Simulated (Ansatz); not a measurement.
**A van 't Hoff estimate for CH5N + InH2(SH) ⇌ CH4S + InH2(NH2)**

Species: CH5N (methylamine) `CN`, singlet; InH2(SH), singlet; CH4S `CS`, singlet; InH2(NH2), singlet. The partners trade NH2 for SH: C–NH2 and In–SH bonds give way to C–SH and In–NH2.

The electronic reaction energy at CCSD(T)/def2-TZVPP is +52.4 kJ/mol. Shapes: PBE0-D4/def2-TZVP. Programs: Ansatz 0.2.0. Enthalpy and entropy come from rigid-rotor, harmonic-oscillator sums on unscaled PBE0-D4/def2-TZVP wavenumbers, ideal gases at 1 bar. Symmetry numbers: CH5N 1, InH2(SH) 1, CH4S 1, InH2(NH2) 2. R = 8.3145 J/(mol K).

| T (K) | ΔH (kJ/mol) | ΔS (J/(mol K)) |
| --- | --- | --- |
| 400 | +47.2 | +5.7 |
| 600 | +48.6 | +8.6 |
| 800 | ? | ? |

Problem. Work out ln K at 400 and 600 K, and from these estimate it at 800 K.

Solution. 
1. 400 K: ΔG = +47.2 − 400 × (+5.7)/1000 = +44.9 kJ/mol; ln K = −ΔG/RT = -13.50.
2. 600 K: ΔG = +48.6 − 600 × (+8.6)/1000 = +43.4 kJ/mol; ln K = −ΔG/RT = -8.70.
3. Slope against 1000/T: (-8.70 − (-13.50))/(1.6667 − 2.5000) = -5.76, that is −ΔH/R with ΔH near +48 kJ/mol.
4. 800 K: ln K = -13.50 + (-5.76) × (1.2500 − 2.5000) = -6.30.

The full sums give ΔH = +49.7 kJ/mol, ΔS = +10.1 J/(mol K), ΔG = +41.6 kJ/mol and ln K = -6.25 at 800 K, so the line is off by -0.05 in ln K; without rounding the miss is -0.06, from the change of ΔH with temperature. The reactants are favoured over this whole range. An error of 10 kJ/mol in the energy moves ln K by 1.5 at 800 K. Soft modes are treated as harmonic, which can err either way at these temperatures; the lowest are those of CH4S (244 cm⁻¹), InH2(NH2) (163 cm⁻¹). For atoms past krypton def2 sets carry core potentials with scalar relativity. Outer-core shells of In are correlated, in sets that cover them unevenly.

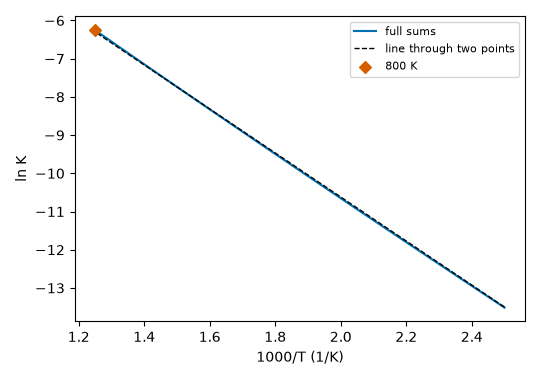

The van 't Hoff plot.
